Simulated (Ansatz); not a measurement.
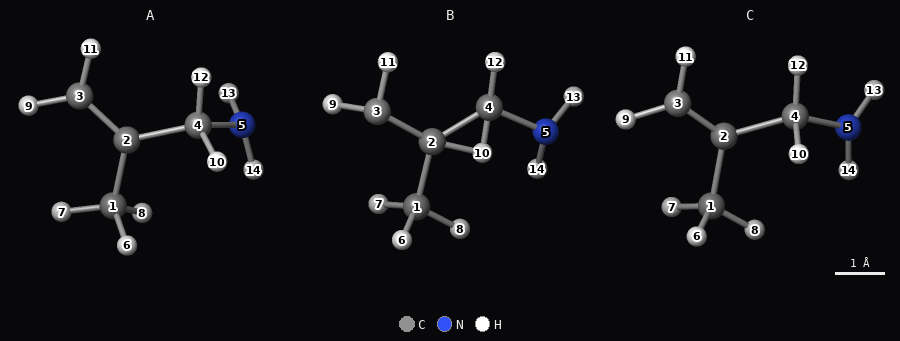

3 geometries from one relaxation of C$_{4}$H$_{9}$N, in shuffled order. Style: ball-and-stick. Shown at a tilt.

The run prepares an end point of a later path (hydrogen shift) calculation, from a guessed geometry.

Computed with Ansatz, UKS PBE-D4/6-31G. Settings: collinear spin; force threshold 0.02 eV/Å; at most 50 steps.

Put them in the order of the run, from the start to the converged end.

Answer. B, C, A. They are steps 0, 7, 19, at +9.632 eV, +0.805 eV relative to the last. Over 19 geometry steps the energy falls by 9.632 eV. Largest force component: 9.3 eV/Å at the start, 0.011 eV/Å at the end. H10 moves most after the best rigid fit: 1.46 Å. Largest moves by element: H 1.46 Å, C 0.61 Å, N 0.22 Å. Among the contacts that change: C2–H10 1.090 → 2.167 Å, C2–C4 1.374 → 1.528 Å, C4–H10 0.961 → 1.108 Å, C2–C3 1.476 → 1.350 Å. Bonds break: C2–H10 (1.09 → 2.17 Å). Among the angles between lasting bonds that change: H10–C4–H12 165.9° → 106.6°, C2–C4–H10 52.1° → 109.6°, N5–C4–H10 72.5° → 107.1°. Groups turn about C1–C2 by about 60°.
